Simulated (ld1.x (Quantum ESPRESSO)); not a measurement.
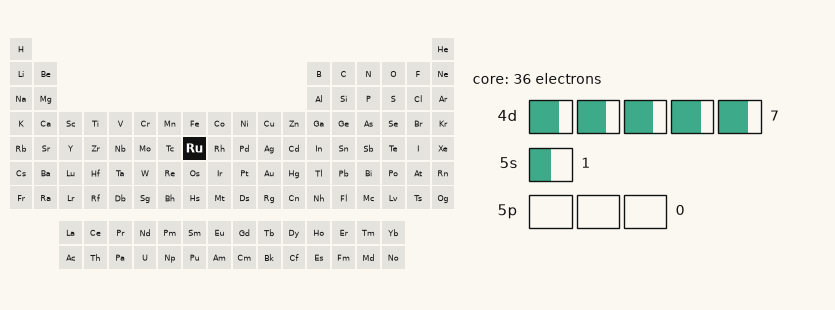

Left, the place of ruthenium in the periodic table; right, the valence shells of the reference configuration: a box for each of the 2l + 1 orbitals, shaded by the share of the shell that is filled, with the electron count at the right.

Ru: pseudopotential generation (part 1 of 2)

Ruthenium (Ru, Z = 44), core [Kr], reference valence 4d7 5s1 5p0, valence charge 8. Computed at this level: TM semilocal potential, LDA (PZ), scalar-relativistic, made with ld1.x (Quantum ESPRESSO) 7.5.

## Summary

- outcome: generated
- cutoffs needed: 55 Ry and 70 Ry (the cutoffs, on a coarse ladder, from which the occupation-weighted sum of valence levels, in a spherical-Bessel basis at the reference potential, stays within 10 and 1 mRy of its value at 400 Ry); ghost states and empty shells don't enter this sum
- ghost test: no ghost state below the valence levels in the s, d, p channels (spherical-Bessel basis up to 400 Ry, 20 bohr box)
- largest excitation error: -44 meV (all-electron minus pseudo) for 4d6 5s1 5p1, out of 7 test configurations
- range over which the phases arctan(r u′/u) at the test radius agree within 0.05 rad (a looser test near the poles than one of phase shifts): s: up to about 1.6 Ry; p: up to about 2.1 Ry; d: over the whole range computed
- hardware: 1 CPU thread, shared host
- wall time: 1.4 s

## The input
```
 &input
   title='Ru', zed=44., rel=1, dft='PZ', iswitch=3,
   config='[Kr] 4d7 5s1 5p0',
   nld=3, rlderiv=3.40, eminld=-2.0, emaxld=5.0, deld=0.02
 /
 &inputp
   pseudotype=1, tm=.true., lloc=1,
   nlcc=.false.,
   file_pseudopw='Ru.pp', file_wfcaegen='ae.wfc', file_wfcncgen='nc.wfc'
 /
3
5S  1  0   1.00   0.00  2.75  2.75  0.0
4D  3  2   7.00   0.00  1.35  1.35  0.0
5P  2  1   0.00   0.00  3.15  3.15  0.0
 &test
   configts(1)='4d7 5s1 5p0'
 /
```

## Input of the test run
```
 &input
   title='Ru', zed=44., rel=1, dft='PZ', iswitch=2,
   config='[Kr] 4d7 5s1 5p0'
 /
 &test
   file_pseudo='Ru.pp', nconf=10,
   configts(1)='4d7 5s1 5p0',
   configts(2)='4d7 5s0 5p0',
   configts(3)='4d6 5s0 5p0',
   configts(4)='4d5 5s0 5p0',
   configts(5)='4d7 5s0.5 5p0',
   configts(6)='4d6 5s1 5p1',
   configts(7)='4d6 5s1 5p0',
   configts(8)='4d8 5s0 5p0',
   configts(9)='4d7 5s1 5p0', lsdts(9)=1,
   configts(10)='4d7 5s0 5p0', lsdts(10)=1
 /
```

Run as:
```bash
ld1.x < Ru.in > Ru.out
```

## Output
```
     Program LD1 v.7.5
     --------------------------- All-electron run ----------------------------

     Ru
     scalar relativistic calculation

     atomic number is 44.00
     dft =PZ   lsd =0 sic =0 latt =0  beta=0.20 tr2=1.0E-14
     Exchange-correlation= PZ
                           (   1   1   0   0   0   0   0)
     mesh =1233 r(mesh) = 101.06970 a.u. xmin = -7.00 dx = 0.01250
     1 Ry =  13.60569312 eV, c = 137.03599908

     n l     nl                  e(Ry)          e(Ha)          e(eV)
     1 0     1S 1( 2.00)     -1610.2507      -805.1253    -21908.5768
     2 0     2S 1( 2.00)      -231.5812      -115.7906     -3150.8228
     2 1     2P 1( 6.00)      -207.5555      -103.7777     -2823.9360
     3 0     3S 1( 2.00)       -40.7426       -20.3713      -554.3318
     3 1     3P 1( 6.00)       -32.8475       -16.4238      -446.9136
     4 0     4S 1( 2.00)        -5.6183        -2.8092       -76.4411
     4 1     4P 1( 6.00)        -3.4198        -1.7099       -46.5287
     3 2     3D 1(10.00)       -20.1019       -10.0509      -273.5001
     4 2     4D 1( 7.00)        -0.3971        -0.1985        -5.4022
     5 0     5S 1( 1.00)        -0.3321        -0.1660        -4.5182
     5 1     5P 1( 0.00)        -0.0761        -0.0381        -1.0359

     final scf error:  3.3E-15 reached in  29 iterations

     Etot =   -9052.553611 Ry,   -4526.276805 Ha, -123166.266408 eV

     Ekin =    9358.614021 Ry,    4679.307010 Ha,  127330.430422 eV
     Encl =  -21846.522032 Ry,  -10923.261016 Ha, -297237.074570 eV
     Eh   =    3693.040664 Ry,    1846.520332 Ha,   50246.377963 eV
     Exc  =    -257.686264 Ry,    -128.843132 Ha,   -3506.000224 eV

     normalization and overlap integrals

     s(1S/1S) =  1.000000  <r> =   0.0335  <r2> =    0.0015  r(max) =   0.0216
     s(2S/2S) =  1.000000  <r> =   0.1458  <r2> =    0.0251  r(max) =   0.1229
     s(2P/2P) =  1.000000  <r> =   0.1270  <r2> =    0.0197  r(max) =   0.0981
     s(3S/3S) =  1.000000  <r> =   0.4034  <r2> =    0.1864  r(max) =   0.3600
     s(3P/3P) =  1.000000  <r> =   0.4036  <r2> =    0.1894  r(max) =   0.3555
     s(4S/4S) =  1.000000  <r> =   1.0176  <r2> =    1.1752  r(max) =   0.9078
     s(4P/4P) =  1.000000  <r> =   1.1275  <r2> =    1.4608  r(max) =   0.9785
     s(3D/3D) =  1.000000  <r> =   0.3844  <r2> =    0.1770  r(max) =   0.3022
     s(4D/4D) =  1.000000  <r> =   1.7064  <r2> =    3.6581  r(max) =   1.2102
     s(5S/5S) =  1.000000  <r> =   3.3368  <r2> =   12.8661  r(max) =   2.7273
     s(5P/5P) =  1.000000  <r> =   5.0236  <r2> =   30.1497  r(max) =   3.8221

     ------------------------ End of All-electron run ------------------------

     --------------------- Generating NC pseudopotential ---------------------

      Generating local pot.: lloc=1, matching radius rcloc =   3.1500

      Wfc   5S  rcut= 2.762  Using Troullier-Martins method

      Wfc   4D  rcut= 1.338  Using Troullier-Martins method

     ------------------- End of pseudopotential generation -------------------

     --------------------------- All-electron run ----------------------------

     Ru
     scalar relativistic calculation

     atomic number is 44.00
     dft =PZ   lsd =0 sic =0 latt =0  beta=0.20 tr2=1.0E-14
     Exchange-correlation= PZ
                           (   1   1   0   0   0   0   0)
     mesh =1233 r(mesh) = 101.06970 a.u. xmin = -7.00 dx = 0.01250
     1 Ry =  13.60569312 eV, c = 137.03599908

     n l     nl                  e(Ry)          e(Ha)          e(eV)
     1 0     1S 1( 2.00)     -1610.2507      -805.1253    -21908.5768
     2 0     2S 1( 2.00)      -231.5812      -115.7906     -3150.8228
     2 1     2P 1( 6.00)      -207.5555      -103.7777     -2823.9360
     3 0     3S 1( 2.00)       -40.7426       -20.3713      -554.3318
     3 1     3P 1( 6.00)       -32.8475       -16.4238      -446.9136
     4 0     4S 1( 2.00)        -5.6183        -2.8092       -76.4411
     4 1     4P 1( 6.00)        -3.4198        -1.7099       -46.5287
     3 2     3D 1(10.00)       -20.1019       -10.0509      -273.5001
     4 2     4D 1( 7.00)        -0.3971        -0.1985        -5.4022
     5 0     5S 1( 1.00)        -0.3321        -0.1660        -4.5182
     5 1     5P 1( 0.00)        -0.0761        -0.0381        -1.0359

     final scf error:  3.3E-15 reached in  29 iterations

     Etot =   -9052.553611 Ry,   -4526.276805 Ha, -123166.266408 eV

     Ekin =    9358.614021 Ry,    4679.307010 Ha,  127330.430422 eV
     Encl =  -21846.522032 Ry,  -10923.261016 Ha, -297237.074570 eV
     Eh   =    3693.040664 Ry,    1846.520332 Ha,   50246.377963 eV
     Exc  =    -257.686264 Ry,    -128.843132 Ha,   -3506.000224 eV

     normalization and overlap integrals

     s(1S/1S) =  1.000000  <r> =   0.0335  <r2> =    0.0015  r(max) =   0.0216
     s(2S/2S) =  1.000000  <r> =   0.1458  <r2> =    0.0251  r(max) =   0.1229
     s(2P/2P) =  1.000000  <r> =   0.1270  <r2> =    0.0197  r(max) =   0.0981
     s(3S/3S) =  1.000000  <r> =   0.4034  <r2> =    0.1864  r(max) =   0.3600
     s(3P/3P) =  1.000000  <r> =   0.4036  <r2> =    0.1894  r(max) =   0.3555
     s(4S/4S) =  1.000000  <r> =   1.0176  <r2> =    1.1752  r(max) =   0.9078
     s(4P/4P) =  1.000000  <r> =   1.1275  <r2> =    1.4608  r(max) =   0.9785
     s(3D/3D) =  1.000000  <r> =   0.3844  <r2> =    0.1770  r(max) =   0.3022
     s(4D/4D) =  1.000000  <r> =   1.7064  <r2> =    3.6581  r(max) =   1.2102
     s(5S/5S) =  1.000000  <r> =   3.3368  <r2> =   12.8661  r(max) =   2.7273
     s(5P/5P) =  1.000000  <r> =   5.0236  <r2> =   30.1497  r(max) =   3.8221

     ------------------------ End of All-electron run ------------------------

     Computing logarithmic derivative in   3.39424
     Computing logarithmic derivative in   3.39424
     Computing the partial wave expansion
     R is outside the sphere for l=    0 j= 0.00
       no projector for channel:   1
     R is outside the sphere for l=    2 j= 0.00

     ---------------------- Testing the pseudopotential ----------------------

     Ru
     scalar relativistic calculation

     atomic number is 44.00   valence charge is  8.00
     dft =PZ   lsd =0 sic =0 latt =0  beta=0.20 tr2=1.0E-14
     mesh =1233 r(mesh) = 101.06970 xmin = -7.00 dx = 0.01250

     n l     nl             e AE (Ry)        e PS (Ry)    De AE-PS (Ry)
     3 2     4D   1( 7.00)       -0.39706       -0.39705       -0.00001
     1 0     5S   1( 1.00)       -0.33208       -0.33208        0.00000
     2 1     5P   1( 0.00)       -0.07614       -0.07614        0.00000

     eps = 7.7E-17  iter =  6

     Etot =   -9052.553611 Ry,   -4526.276805 Ha, -123166.266408 eV
     Etotps =   -32.405032 Ry,     -16.202516 Ha,    -440.892922 eV

     Ekin =      33.532402 Ry,      16.766201 Ha,     456.231575 eV
     Encl =     -55.787780 Ry,     -27.893890 Ha,    -759.031414 eV
     Ehrt =      31.189569 Ry,      15.594784 Ha,     424.355700 eV
     Ecxc =      -6.172385 Ry,      -3.086193 Ha,     -83.979578 eV
     Epseu=     -35.166838 Ry,     -17.583419 Ha,    -478.469204 eV

     ---------------------- End of pseudopotential test ----------------------
```

## Output of the test run (extracts)
```
     ---------------------- Testing the pseudopotential ----------------------

     Ru
     scalar relativistic calculation

     atomic number is 44.00   valence charge is  8.00
     dft =PZ   lsd =0 sic =0 latt =0  beta=0.20 tr2=1.0E-14
     mesh =1233 r(mesh) = 101.06970 xmin = -7.00 dx = 0.01250

     n l     nl             e AE (Ry)        e PS (Ry)    De AE-PS (Ry)
     3 2     4D   1( 7.00)       -0.39706       -0.39705       -0.00001
     1 0     5S   1( 1.00)       -0.33208       -0.33208        0.00000
     2 1     5P   1( 0.00)       -0.07614       -0.07614        0.00000

     eps = 1.2E-15  iter = 12

     Etot =   -9052.553611 Ry,   -4526.276805 Ha, -123166.266408 eV
     Etotps =   -32.405032 Ry,     -16.202516 Ha,    -440.892919 eV

     Ekin =      33.532402 Ry,      16.766201 Ha,     456.231578 eV
     Encl =     -55.787780 Ry,     -27.893890 Ha,    -759.031415 eV
     Ehrt =      31.189569 Ry,      15.594784 Ha,     424.355701 eV
     Ecxc =      -6.172385 Ry,      -3.086193 Ha,     -83.979578 eV
     Epseu=     -35.166838 Ry,     -17.583419 Ha,    -478.469204 eV

     ---------------------- End of pseudopotential test ----------------------

     ---------------------- Testing the pseudopotential ----------------------

     Ru
     scalar relativistic calculation

     atomic number is 44.00   valence charge is  8.00
     dft =PZ   lsd =0 sic =0 latt =0  beta=0.20 tr2=1.0E-14
     mesh =1233 r(mesh) = 101.06970 xmin = -7.00 dx = 0.01250

     n l     nl             e AE (Ry)        e PS (Ry)    De AE-PS (Ry)
     3 2     4D   1( 7.00)       -0.94100       -0.93820       -0.00279
     1 0     5S   1( 0.00)       -0.79594       -0.79605        0.00011
     2 1     5P   1( 0.00)       -0.46105       -0.46175        0.00070

     eps = 2.0E-15  iter =  7

     Etot =   -9051.994038 Ry,   -4525.997019 Ha, -123158.653034 eV
     Etotps =   -31.845257 Ry,     -15.922628 Ha,    -433.276791 eV
     dEtot_ae =       0.559573 Ry
     dEtot_ps =       0.559775 Ry,   Delta E=      -0.000202 Ry

     Ekin =      34.277317 Ry,      17.138658 Ha,     466.366650 eV
     Encl =     -51.218903 Ry,     -25.609451 Ha,    -696.868673 eV
     Ehrt =      27.071432 Ry,      13.535716 Ha,     368.325597 eV
     Ecxc =      -5.830390 Ry,      -2.915195 Ha,     -79.326496 eV
     Epseu=     -36.144713 Ry,     -18.072356 Ha,    -491.773869 eV

     ---------------------- End of pseudopotential test ----------------------

     ---------------------- Testing the pseudopotential ----------------------

     Ru
     scalar relativistic calculation

     atomic number is 44.00   valence charge is  8.00
     dft =PZ   lsd =0 sic =0 latt =0  beta=0.20 tr2=1.0E-14
     mesh =1233 r(mesh) = 101.06970 xmin = -7.00 dx = 0.01250

     n l     nl             e AE (Ry)        e PS (Ry)    De AE-PS (Ry)
     3 2     4D   1( 6.00)       -1.79164       -1.79151       -0.00013
     1 0     5S   1( 0.00)       -1.42522       -1.42148       -0.00373
     2 1     5P   1( 0.00)       -1.00002       -0.99716       -0.00286

     eps = 1.1E-17  iter =  7

     Etot =   -9050.638922 Ry,   -4525.319461 Ha, -123140.215736 eV
     Etotps =   -30.492077 Ry,     -15.246038 Ha,    -414.865839 eV
     dEtot_ae =       1.914689 Ry
     dEtot_ps =       1.912955 Ry,   Delta E=       0.001734 Ry

     Ekin =      32.398018 Ry,      16.199009 Ha,     440.797491 eV
     Encl =     -44.881306 Ry,     -22.440653 Ha,    -610.641277 eV
     Ehrt =      21.310862 Ry,      10.655431 Ha,     289.949047 eV
     Ecxc =      -5.095249 Ry,      -2.547625 Ha,     -69.324397 eV
     Epseu=     -34.224401 Ry,     -17.112201 Ha,    -465.646703 eV

     ---------------------- End of pseudopotential test ----------------------

     ---------------------- Testing the pseudopotential ----------------------

     Ru
     scalar relativistic calculation

     atomic number is 44.00   valence charge is  8.00
     dft =PZ   lsd =0 sic =0 latt =0  beta=0.20 tr2=1.0E-14
     mesh =1233 r(mesh) = 101.06970 xmin = -7.00 dx = 0.01250

     n l     nl             e AE (Ry)        e PS (Ry)    De AE-PS (Ry)
     3 2     4D   1( 5.00)       -2.76098       -2.77010        0.00912  !
     1 0     5S   1( 0.00)       -2.13394       -2.12842       -0.00552  !
     2 1     5P   1( 0.00)       -1.62704       -1.62189       -0.00515  !

     eps = 7.0E-15  iter =  7

     Etot =   -9048.371589 Ry,   -4524.185794 Ha, -123109.367098 eV
     Etotps =   -28.220632 Ry,     -14.110316 Ha,    -383.961264 eV
     dEtot_ae =       4.182022 Ry
     dEtot_ps =       4.184399 Ry,   Delta E=      -0.002377 Ry

     Ekin =      29.498143 Ry,      14.749071 Ha,     401.342675 eV
     Encl =     -38.014241 Ry,     -19.007120 Ha,    -517.210091 eV
     Ehrt =      15.676680 Ry,       7.838340 Ha,     213.292104 eV
     Ecxc =      -4.247384 Ry,      -2.123692 Ha,     -57.788607 eV
     Epseu=     -31.133831 Ry,     -15.566915 Ha,    -423.597345 eV

     ---------------------- End of pseudopotential test ----------------------

     ---------------------- Testing the pseudopotential ----------------------

     Ru
     scalar relativistic calculation

     atomic number is 44.00   valence charge is  8.00
     dft =PZ   lsd =0 sic =0 latt =0  beta=0.20 tr2=1.0E-14
     mesh =1233 r(mesh) = 101.06970 xmin = -7.00 dx = 0.01250

     n l     nl             e AE (Ry)        e PS (Ry)    De AE-PS (Ry)
     3 2     4D   1( 7.00)       -0.65847       -0.65728       -0.00118
     1 0     5S   1( 0.50)       -0.55749       -0.55761        0.00011
     2 1     5P   1( 0.00)       -0.26051       -0.26077        0.00026

     eps = 1.6E-16  iter = 12

     Etot =   -9052.331945 Ry,   -4526.165973 Ha, -123163.250495 eV
     Etotps =   -32.183283 Ry,     -16.091642 Ha,    -437.875872 eV
     dEtot_ae =       0.221666 Ry
     dEtot_ps =       0.221749 Ry,   Delta E=      -0.000083 Ry

     Ekin =      33.880017 Ry,      16.940008 Ha,     460.961114 eV
     Encl =     -53.592315 Ry,     -26.796158 Ha,    -729.160597 eV
     Ehrt =      29.149484 Ry,      14.574742 Ha,     396.598937 eV
     Ecxc =      -6.005358 Ry,      -3.002679 Ha,     -81.707061 eV
     Epseu=     -35.615111 Ry,     -17.807555 Ha,    -484.568265 eV

     ---------------------- End of pseudopotential test ----------------------
```

(Continued in part 2.)
